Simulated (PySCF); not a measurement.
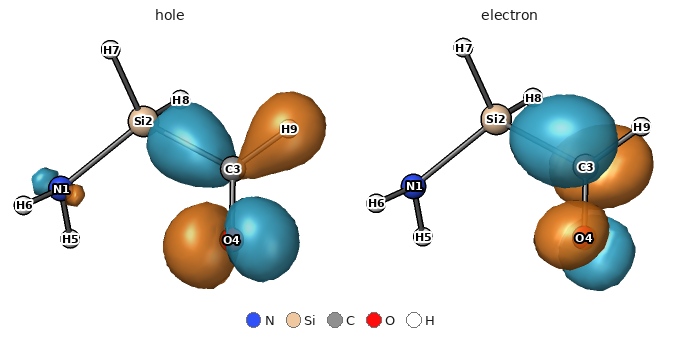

*CH₅NOSi, SMILES `N[SiH2]C=O`. Leading natural transition orbital pair of S₁ (full linear response singlet states); the surfaces enclose about 70 % of each orbital's density.*

Method: PBE0/def2-TZVP; geometry: GFN2-xTB; program: PySCF. No frequency check shows the geometry to be a minimum. Without diffuse functions Rydberg states are missing, so the states' numbers hold for this basis only.

Coordinates in Å:

```
N1      -1.5350   -0.8370   -0.0016
Si2     -0.6147    0.6120    0.0007
C3       1.2954    0.3515   -0.0020
O4       1.8172   -0.7375    0.0012
H5      -1.5210   -1.4188   -0.8226
H6      -1.5172   -1.4234    0.8217
H7      -0.9325    1.3321    1.2341
H8      -0.9382    1.3389   -1.2225
H9       1.9495    1.2527   -0.0070
```

Q: Give its energy, strength and character.

A: 3.15 eV (393 nm), f = 0.001 (very weak), n → π*; the leading pair carries 100 %; hole on O4 (52 %), C3 (18 %) and Si2 (12 %), electron on C3 (44 %), O4 (34 %) and Si2 (12 %); their centroids lie 0.3 Å apart. In canonical orbitals it is mainly HOMO → LUMO (96 %). The HOMO–LUMO gap is 5.33 eV.
